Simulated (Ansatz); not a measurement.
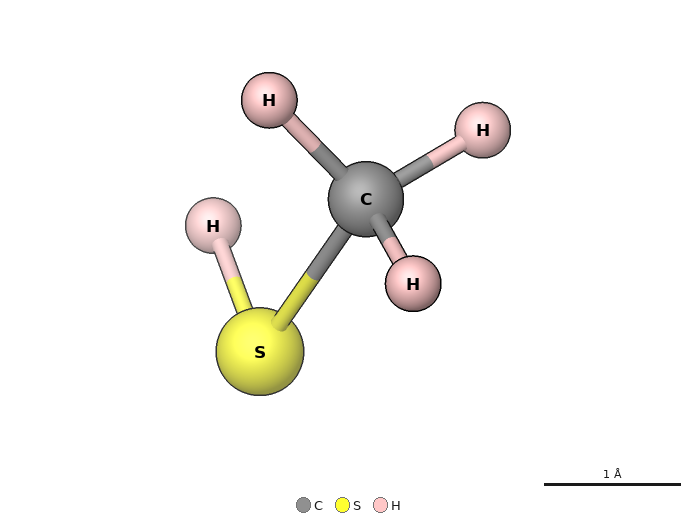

Depth is shown by fading: the farther an atom, the more it takes the colour of the background. Computed geometry: PBE0-D4/def2-TZVP optimisation. No frequency run is at hand to confirm it as a minimum. Masses are those of the most abundant isotopes; constants are for the rigid equilibrium geometry.

What kind of rotor is it, and what are its rotational constants in MHz?

Answer. An asymmetric top (Cs): A = 103240, B = 13063, C = 12521 MHz. Ray's parameter κ is −0.99, close to the prolate limit.
